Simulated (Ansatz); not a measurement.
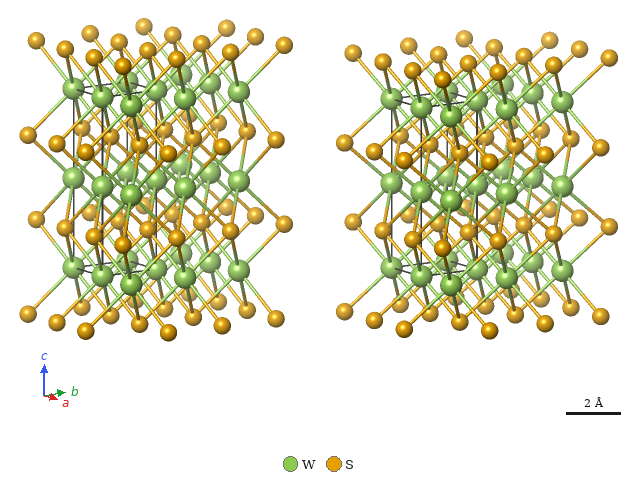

Two geometries of a crystal of WS (built on the nickel arsenide type), drawn at one scale. One is the start of a relaxation, the other its converged end. Style: ball-and-stick. Shown: the cell of the calculation, repeated 2 × 2 × 1 with one cell outlined, slightly off an axis.

Method: Ansatz 0.2.0, DFT PBE, scalar-relativistic, plane waves, PAW. Set-up: plane-wave cutoff 420 eV; k-point mesh 12 × 12 × 8; occupations gaussian; smearing width 0.1 eV; no spin polarisation; cell and atoms relaxed; force threshold 0.01 eV/Å; at most 80 steps.

Question: Which geometry has the lower energy?

Answer: The left one is the relaxed one. The atoms keep their places relative to the cell (all moves are under 0.005 Å). The volume changes by −0.7 %, with a = b 3.256 → 3.151 Å (−3.2 %), c 6.377 → 6.759 Å (+6.0 %). Near-neighbour distances that change, for instance: W–W 3.188 → 3.380 Å, W–W 3.256 → 3.151 Å, S–W 2.465 → 2.483 Å. Bond angles that change, for instance: W–S–W 80.6° → 85.8°, S–W–S 97.3° → 101.2°, W–S–W 82.7° → 78.8°. The space group stays P6_3/mmc (No. 194). The energy falls by 11.9 meV per atom in 6 accepted moves (7 points after the start). All forces vanish by symmetry, so only the cell relaxes. The pressure goes from 0.02 to 0.00 GPa. The SCF was repeated once at an unchanged geometry on a basis and grid sized afresh for the cell, which shifted the energy by 0.1 meV per atom at most. Cost: 54 s on 1 thread of Intel(R) Xeon(R) 6975P-C (Granite Rapids), with other jobs on the host, peak memory 0.46 GiB.
